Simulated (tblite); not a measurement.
# Energy and gradient calculation of C3H6Si

System: C3H6Si, multiplicity 3, SMILES [SiH3]C1=CC1.
Method: GFN2-xTB, U-SCC (tblite 0.8.0).

The geometry is that of the parent species in another charge or spin state. The geometry comes from this level: GFN2-xTB.

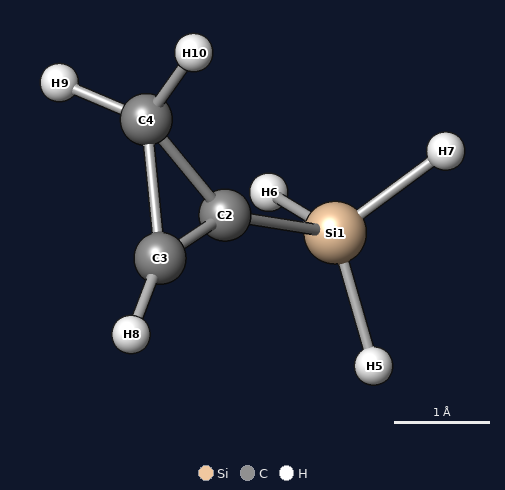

**Figure 1.** The structure (ball-and-stick view, seen at an oblique angle; atoms are numbered from 1 in the order of the input). Bond lengths as drawn: C–C 1.31 to 1.52 Å, C–H 1.06 to 1.09 Å, C–Si 1.86 Å and H–Si 1.46 to 1.47 Å.

Key numbers

| quantity | value |
| --- | --- |
| outcome | converged |
| total energy | −10.968991 hartree |
| basis functions | 27 |
| largest force | 9.560 eV/Å |
| dipole moment | 1.28 D |
| hardware | 1 thread of Intel Xeon @ 2.50GHz (Skylake/Cascade Lake), 189 GiB of memory available, shared host |
| peak memory | 0.067 GiB |

Input (calc.py)
```python
# GFN2-xTB energy and gradient
import json
import numpy as np
from tblite.interface import Calculator

symbols = ["Si", "C", "C", "C", "H", "H", "H", "H", "H", "H"]
numbers = np.array([14, 6, 6, 6, 1, 1, 1, 1, 1, 1])
positions = np.array([  # bohr
    [-1.879597, 1.917070, -1.752967],
    [0.001039, -0.455726, 0.014230],
    [0.638633, -2.762232, 0.617014],
    [2.101375, -0.764489, 1.945454],
    [-3.662044, 0.594130, -3.403850],
    [-3.233718, 3.493669, 0.076987],
    [-0.137251, 3.473921, -3.238991],
    [0.412244, -4.747918, 0.426077],
    [1.719802, -0.364849, 3.920520],
    [4.039535, -0.383614, 1.395544],
])

tb = Calculator("GFN2-xTB", numbers, positions, charge=0, uhf=2)
tb.set("verbosity", 0)
tb.set("accuracy", 0.1)
tb.add("spin-polarization", 1.0)
res = tb.singlepoint()

print(f"total energy: {res.get('energy') * 27.211386:.8f} eV")
eps = np.atleast_2d(res.get("orbital-energies")) * 27.211386
occ = np.atleast_2d(res.get("orbital-occupations"))
filled = occ.sum(axis=0) if eps.shape[0] == 1 else occ[0]
homo = np.nonzero(filled > 0.5)[0].max()
print("  MO   occupation   energy/eV")
for i in range(max(0, homo - 4), min(eps.shape[1], homo + 5)):
    print(f"{i + 1:4d} {filled[i]:10.4f} {eps[0, i]:12.4f}")
mu = res.get("dipole") * 2.541746
print(f"Dipole moment: {np.linalg.norm(mu):.4f} D, components " + " ".join(f"{c:.4f}" for c in mu))
q = res.get("charges")
g = res.get("gradient")
print("atom     charge      dE/dx        dE/dy        dE/dz   (Eh/bohr)")
for i, s in enumerate(symbols):
    print(f"{s:<2}{i + 1:<3} {q[i]:9.4f} {g[i, 0]:12.7f} {g[i, 1]:12.7f} {g[i, 2]:12.7f}")
print(f"gradient norm {np.linalg.norm(g):.6f} Eh/bohr")
out = {k: np.asarray(res.get(k)).tolist() for k in ("energy", "gradient", "charges", "dipole", "orbital-energies", "orbital-occupations")}
out.update(symbols=symbols, positions=(positions * 0.529177210903).tolist())
json.dump(out, open("results.json", "w"))
```

Command:
```bash
python calc.py
```

The program's output
```
total energy: -298.48144336 eV
  MO   occupation   energy/eV
   8     1.0000     -11.4101
   9     1.0000     -11.1628
  10     1.0000     -10.8722
  11     1.0000     -10.8024
  12     1.0000      -6.5971
  13     0.0000      -4.5536
  14     0.0000      -4.3076
  15     0.0000      -3.7202
  16     0.0000      -2.2762
Dipole moment: 1.2814 D, components 0.9257 -0.2139 0.8598
atom     charge      dE/dx        dE/dy        dE/dz   (Eh/bohr)
Si1      0.3818   -0.0119101    0.0189057   -0.0109829
C 2     -0.0992    0.0425404   -0.1763989    0.0404906
C 3     -0.0478   -0.0583164    0.1541437   -0.0548311
C 4     -0.0761    0.0260832    0.0140445    0.0237213
H 5     -0.1211   -0.0010078   -0.0002028   -0.0009093
H 6     -0.1049    0.0019651   -0.0050601   -0.0002115
H 7     -0.1051    0.0000247   -0.0050422    0.0019904
H 8      0.0373   -0.0007935    0.0000742   -0.0007472
H 9      0.0675   -0.0000705   -0.0001338    0.0016046
H 10     0.0675    0.0014849   -0.0003302   -0.0001247
gradient norm 0.258574 Eh/bohr
```

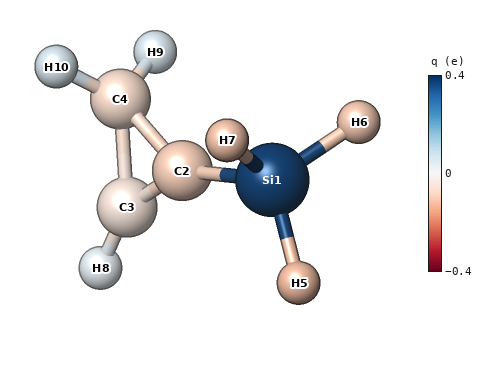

**Figure 2.** Mulliken charges, as the colour of each atom (ball-and-stick view, seen at a tilt; atoms are numbered from 1 in the order of the input). By element: Si +0.38, C −0.10 to −0.05 and H −0.12 to +0.07 e.
